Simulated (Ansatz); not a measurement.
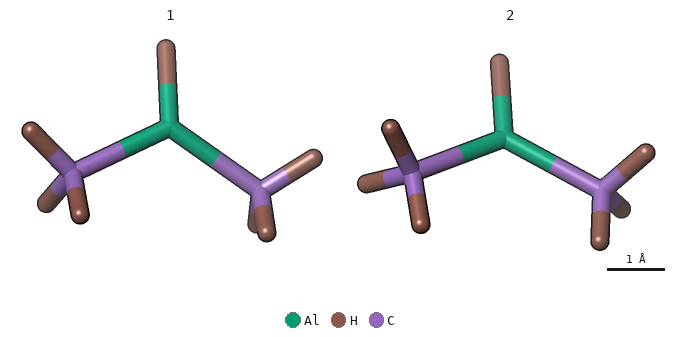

Two geometries of C$_{2}$H$_{7}$Al, drawn at one scale. One is the start of a relaxation, the other its converged end. The picture is a stick view, seen at a tilt.

Method: Ansatz 0.2.0, RKS PBE0-D4/def2-TZVP. Set-up: force threshold 0.005 eV/Å; at most 200 steps.

> Which one is relaxed?

Structure 2 is the relaxed one. It is one of the separated reactants of a reaction. After 27 accepted moves (29 points after the start) the energy has fallen by 8.65 kJ/mol. Largest force component: 1 eV/Å at the start, 0.0014 eV/Å at the end. The line search rejected the trial steps at points 8, 23 of the run. The forces were under the threshold at step 21, but the run went on from there. The atom that moves furthest after the best rigid fit is an H atom (0.51 Å). By element the largest moves are H 0.51 Å, Al 0.38 Å, C 0.04 Å. Among the contacts that change: Al–C 1.969 → 1.954 Å, Al–H 1.605 → 1.595 Å. Bond angles that change, for instance: C–Al–C 119.8° → 123.0°, Al–C–H 113.0° → 110.7°. Groups turn about Al–C by about 30°, Al–C by about 30°. Cost: 36 s on 4 threads of Arm Neoverse V1, with other jobs on the host.
